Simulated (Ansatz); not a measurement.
Geometry relaxation, with input and output: BN2H6 (part 1 of 2)

The run: geometry relaxation of BN2H6, multiplicity 2. Method and program: UKS PBE/6-31G* (Ansatz 0.2.0).

The input holds or restrains some coordinates. It belongs to a series of runs on one base structure; here: pulled along the bonds that form and break, towards end A. Figures and captions count atoms from 1; the log counts them from 0 in places.

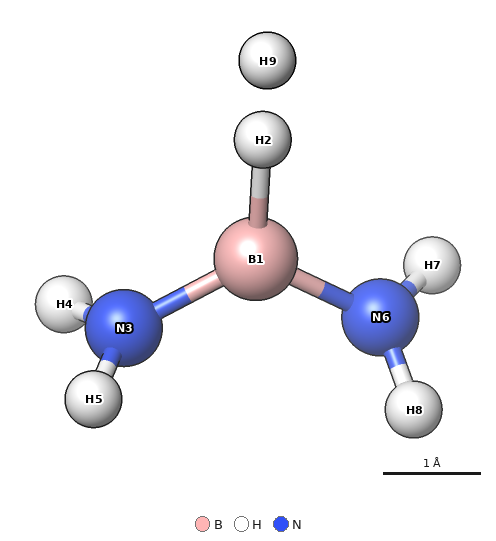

The structure as given in the input (ball-and-stick view, seen at a tilt; atoms are numbered from 1 in the order of the input). Bond lengths as drawn: B–H 1.44 Å, B–N 1.55 Å and H–N 1.06 Å.

## Input
```yaml
crystal:
  periodic: [false, false, false]
  atoms:
    - { symbol: B, position_ang: [0.0, 0.0, 0.0] }
    - { symbol: H, position_ang: [0.0, 0.0, 1.44] }
    - { symbol: "N", position_ang: [1.3423, 0.0, -0.775] }
    - { symbol: H, position_ang: [1.8089, -0.9179, -1.0268] }
    - { symbol: H, position_ang: [1.7937, 0.9179, -1.0532] }
    - { symbol: "N", position_ang: [-1.3423, 0.0, -0.775] }
    - { symbol: H, position_ang: [-2.0112, -0.8164, -0.6764] }
    - { symbol: H, position_ang: [-1.5914, 0.8164, -1.4036] }
    - { symbol: H, position_ang: [0.0, 0.0, 2.4] }
magnetization:
  spin_polarized: true
  initial_magnetization: 1
basis:
  gaussian: { orbitals: "6-31G*" }
hamiltonian:
  xc: pbe
relax:
  f_tol: 0.15
  max_steps: 25
  restrain:
    - { distance: [1, 8], at: 1.86, k: 30.0 }
    - { distance: [0, 1], at: 1.19, k: 30.0 }
output:
  orbitals: {}
```

Run as:
```bash
ansatz run input.yaml --threads 1 --pin off --max-ram 2048MiB --backend cpu --events-out ev --progress --plain --runs-dir out
```

## The program's output
```
The last accepted step is kept in [file] (removed where the run ends without a failure and the disk answers)
Engine: ansatz 0.2.0, aarch64-unknown-linux-gnu
Functional definition: PBE
  parameter kappa = 0.804
  parameter beta = 0.06672455060314922
  exchange = pbe_x(kappa = kappa, mu = beta*pi^2/3)
  correlation = pbe_c(beta = beta)
777 factors; their error is unknown
mean field evaluation 1: about -3734.4410 eV, gradient 5.3e1 eV
mean field evaluation 2: about -3674.8598 eV, gradient 1.1e2 eV
mean field evaluation 4: about -3745.4753 eV, gradient 7.1e0 eV
mean field evaluation 8: about -3745.7251 eV, gradient 6.5e-2 eV
mean field evaluation 16: about -3745.6823 eV, gradient 1.2e-4 eV
mean field -3745.68230206 eV, -137.6512856861 hartree, gradient 9.9e-6 eV, S^2 0.757016; 1 other end points of the search recorded, 0 dependent functions left out
the calculation of the forces begins
reference -3745.68232971 eV, -137.6512867023 hartree; 13, 12 occupied and 44, 45 virtual orbitals, 777 factors
relax step   1: F+E_penalty+E_count = -3745.68230206 eV  Δ(F+E_penalty+E_count) = +0.000e0 eV  max|allowed force component| = 3.705e0 eV/Å  E_restraint = 13.08750000 eV  max|allowed force component, restraints' pulls added| = 3.416e1 eV/Å  Δτ_max = 0.0000 Å  (42 SCF iters, accepted)
  distance H 1 - H 8 = 0.9600 Å
  distance B 0 - H 1 = 1.4400 Å
these checks for a lower state are left out or cut short: starts, cluster_reference, orbital_swaps, neighbouring_geometries, increment
777 factors; their error is unknown
mean field -3745.93884540 eV, -137.6607134799 hartree, gradient 1.8e-5 eV, S^2 0.754223; 0 other end points of the search recorded, 0 dependent functions left out
[... from here on the field's lines of each further geometry are left out, up to the last ...]
relax step   2: F+E_penalty+E_count = -3745.93884540 eV  Δ(F+E_penalty+E_count) = -2.565e-1 eV  max|allowed force component| = 2.257e0 eV/Å  E_restraint = 4.06477461 eV  max|allowed force component, restraints' pulls added| = 1.801e1 eV/Å  Δτ_max = 0.1939 Å  (36 SCF iters, accepted)
relax step   3: F+E_penalty+E_count = -3746.14409951 eV  Δ(F+E_penalty+E_count) = -2.053e-1 eV  max|allowed force component| = 2.439e0 eV/Å  E_restraint = 0.35253074 eV  max|allowed force component, restraints' pulls added| = 4.593e0 eV/Å  Δτ_max = 0.1948 Å  (35 SCF iters, accepted)
relax step   4: F+E_penalty+E_count = -3746.70445554 eV  Δ(F+E_penalty+E_count) = -5.604e-1 eV  max|allowed force component| = 1.173e0 eV/Å  E_restraint = 0.00381375 eV  max|allowed force component, restraints' pulls added| = 1.173e0 eV/Å  Δτ_max = 0.1996 Å  (31 SCF iters, accepted)
relax step   5: F+E_penalty+E_count = -3747.06328362 eV  Δ(F+E_penalty+E_count) = -3.588e-1 eV  max|allowed force component| = 9.837e-1 eV/Å  E_restraint = 0.00543225 eV  max|allowed force component, restraints' pulls added| = 9.837e-1 eV/Å  Δτ_max = 0.2000 Å  (30 SCF iters, accepted)
relax step   6: F+E_penalty+E_count = -3747.25320129 eV  Δ(F+E_penalty+E_count) = -1.899e-1 eV  max|allowed force component| = 1.852e0 eV/Å  E_restraint = 0.00475354 eV  max|allowed force component, restraints' pulls added| = 1.852e0 eV/Å  Δτ_max = 0.1949 Å  (29 SCF iters, accepted)
relax step   7: F+E_penalty+E_count = -3747.49033143 eV  Δ(F+E_penalty+E_count) = -2.371e-1 eV  max|allowed force component| = 9.237e-1 eV/Å  E_restraint = 0.00577941 eV  max|allowed force component, restraints' pulls added| = 9.237e-1 eV/Å  Δτ_max = 0.2000 Å  (36 SCF iters, accepted)
relax step   8: F+E_penalty+E_count = -3747.68335154 eV  Δ(F+E_penalty+E_count) = -1.930e-1 eV  max|allowed force component| = 1.211e0 eV/Å  E_restraint = 0.00959982 eV  max|allowed force component, restraints' pulls added| = 1.211e0 eV/Å  Δτ_max = 0.2000 Å  (30 SCF iters, accepted)
relax step   9: F+E_penalty+E_count = -3747.85273840 eV  Δ(F+E_penalty+E_count) = -1.694e-1 eV  max|allowed force component| = 1.060e0 eV/Å  E_restraint = 0.00914852 eV  max|allowed force component, restraints' pulls added| = 1.060e0 eV/Å  Δτ_max = 0.2000 Å  (30 SCF iters, accepted)
relax step  10: F+E_penalty+E_count = -3748.02638290 eV  Δ(F+E_penalty+E_count) = -1.736e-1 eV  max|allowed force component| = 6.134e-1 eV/Å  E_restraint = 0.00463585 eV  max|allowed force component, restraints' pulls added| = 6.134e-1 eV/Å  Δτ_max = 0.2000 Å  (28 SCF iters, accepted)
relax step  11: F+E_penalty+E_count = -3748.10792644 eV  Δ(F+E_penalty+E_count) = -8.154e-2 eV  max|allowed force component| = 3.650e-1 eV/Å  E_restraint = 0.00256183 eV  max|allowed force component, restraints' pulls added| = 2.206e-1 eV/Å  Δτ_max = 0.1999 Å  (28 SCF iters, accepted)
relax step  12: F+E_penalty+E_count = -3748.11916037 eV  Δ(F+E_penalty+E_count) = -1.123e-2 eV  max|allowed force component| = 6.436e-1 eV/Å  E_restraint = 0.00024607 eV  max|allowed force component, restraints' pulls added| = 6.037e-1 eV/Å  Δτ_max = 0.2000 Å  (28 SCF iters, accepted)
the calculation of the forces begins
reference -3748.13823303 eV, -137.7415394845 hartree; 13, 12 occupied and 44, 45 virtual orbitals, 777 factors
relax step  13: F+E_penalty+E_count = -3748.13820370 eV  Δ(F+E_penalty+E_count) = -1.904e-2 eV  max|allowed force component| = 2.908e-1 eV/Å  E_restraint = 0.00313183 eV  max|allowed force component, restraints' pulls added| = 9.614e-2 eV/Å  Δτ_max = 0.0789 Å  (29 SCF iters, accepted)
  distance H 1 - H 8 = 1.8644 Å
  distance B 0 - H 1 = 1.2038 Å
777 factors; their error is unknown
mean field evaluation 128: about -3748.1382 eV, gradient 7.9e-6 eV
```

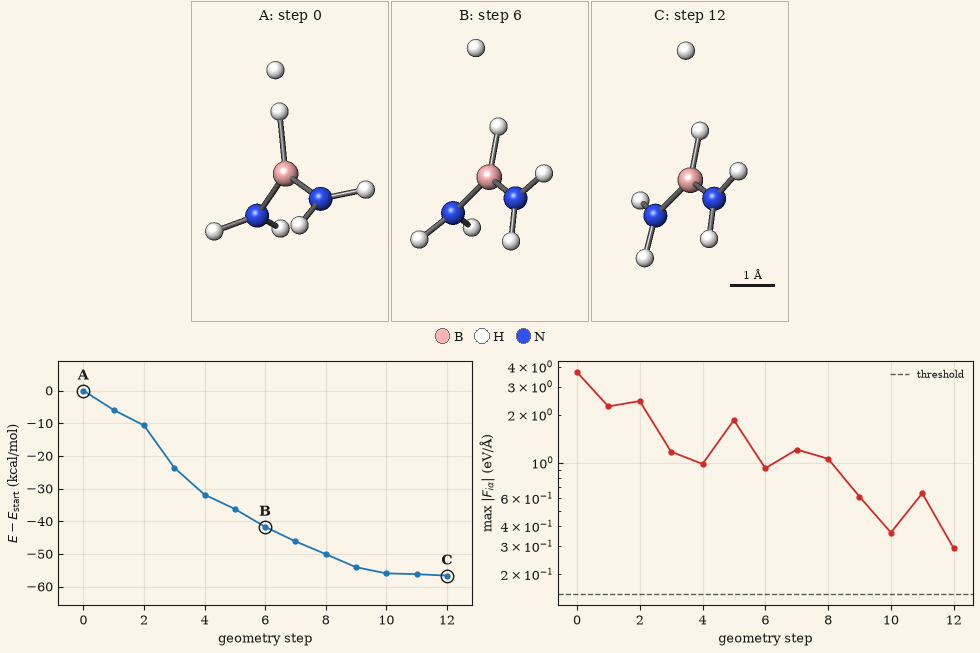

Frames of the restrained relaxation (ball-and-stick view, seen at a tilt) above the curves, on which the letters mark them (the first geometry is step 0 here and step 1 in the log).

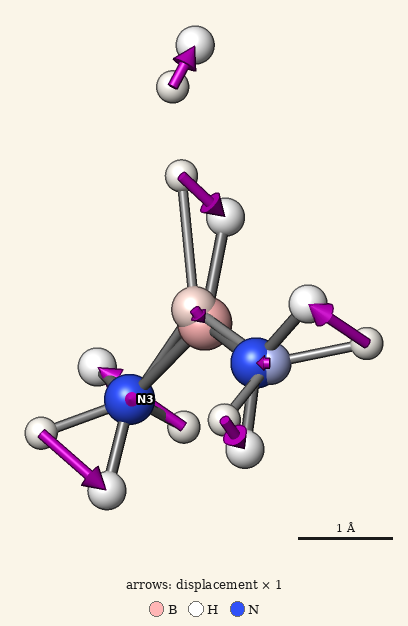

Start (faint) and end (solid) with the displacements as pink arrows, at true length (ball-and-stick view, seen at a tilt). The two geometries are laid on each other by the best rigid fit. After 12 geometry steps the energy has fallen by 56.6 kcal/mol. Largest force component: 3.7 eV/Å at the start, 0.29 eV/Å at the end. The largest move after the best rigid fit is that of H4, 1.13 Å. By element the largest moves are H 1.13 Å, B 0.19 Å, N 0.15 Å. Among the contacts that change: B1–H2 1.440 → 1.204 Å, B1–N3 1.550 → 1.422 Å, N6–H7 1.060 → 1.015 Å, N3–H4 1.060 → 1.015 Å. Among the angles that change: H4–N3–H5 120.0° → 113.2°, B1–N6–H8 120.0° → 125.7°, B1–N3–H5 120.0° → 125.5°. (Atoms are counted from 1 in the order of the input.)

```
mean field -3748.13820370 eV, -137.7415384068 hartree, gradient 2.0e-5 eV, S^2 0.750502; 1 other end points of the search recorded, 0 dependent functions left out
the calculation of the forces begins
reference -3748.13823303 eV, -137.7415394845 hartree; 13, 12 occupied and 44, 45 virtual orbitals, 777 factors
Total energy: -3748.13823303 eV, -137.7415394845 hartree
Atom 0 at     0.015191    -0.125681    -0.149833 Å, force     0.023021     0.101552    -0.290788 eV/Å
Atom 1 at     0.025175    -0.546856     0.977806 Å, force     0.013687    -0.097612     0.176312 eV/Å
Atom 2 at     1.265081     0.078327    -0.795520 Å, force     0.030187    -0.012727    -0.029269 eV/Å
Atom 3 at     2.139194    -0.158697    -0.336410 Å, force    -0.030513     0.016691    -0.020872 eV/Å
Atom 4 at     1.390174     0.410858    -1.750049 Å, force    -0.038165    -0.009445     0.045926 eV/Å
Atom 5 at    -1.247832     0.149677    -0.738966 Å, force    -0.026791     0.008084    -0.033899 eV/Å
Atom 6 at    -2.109340    -0.004766    -0.225836 Å, force    -0.005940     0.006197    -0.009395 eV/Å
Atom 7 at    -1.398639     0.516702    -1.676541 Å, force     0.041181    -0.013010     0.026731 eV/Å
Atom 8 at    -0.079004    -0.319565     2.825348 Å, force    -0.006668     0.000270     0.135253 eV/Å
Dipole moment:    -0.002904     0.101259    -0.348193 e Å
```

## Trajectory as extended XYZ (Å, eV, eV/Å), 13 frames, from step=1 to step=13
```
9
Properties=species:S:1:pos:R:3:forces:R:3 step=1 energy=-3745.68230
B     0.0000    0.0000    0.0000   -0.3399  -1.2825  -3.7047
H     0.0000    0.0000    1.4400   -0.0847  -0.4402   0.3416
N     1.3423    0.0000   -0.7750   -1.0999   1.0972   0.8317
H     1.8089   -0.9179   -1.0268   -0.6418   1.7212   0.4088
H     1.7937    0.9179   -1.0532   -0.2310  -1.7188   0.2646
N    -1.3423    0.0000   -0.7750    1.6034   0.2594   1.1883
H    -2.0112   -0.8164   -0.6764    0.5320   1.8456   0.2059
H    -1.5914    0.8164   -1.4036    0.2424  -1.6949   0.3672
H     0.0000    0.0000    2.4000    0.0195   0.2130   0.0966
9
Properties=species:S:1:pos:R:3:forces:R:3 step=2 energy=-3745.93885
B    -0.0018   -0.0179   -0.0316   -0.1561  -0.0971  -2.2574
H    -0.0014   -0.0074    1.2463   -0.1321  -0.5922   0.0204
N     1.3330    0.0092   -0.7683   -0.8912   0.4838   0.4946
H     1.8007   -0.8969   -1.0213   -0.5316   1.4121   0.2053
H     1.7923    0.9035   -1.0504   -0.1467  -1.2208   0.2517
N    -1.3308    0.0032   -0.7656    1.1626  -0.0760   0.8341
H    -2.0061   -0.7943   -0.6701    0.3150   1.5219   0.2849
H    -1.5862    0.7972   -1.4021    0.3845  -1.4822   0.1464
H     0.0003    0.0034    2.5931   -0.0044   0.0506   0.0200
```
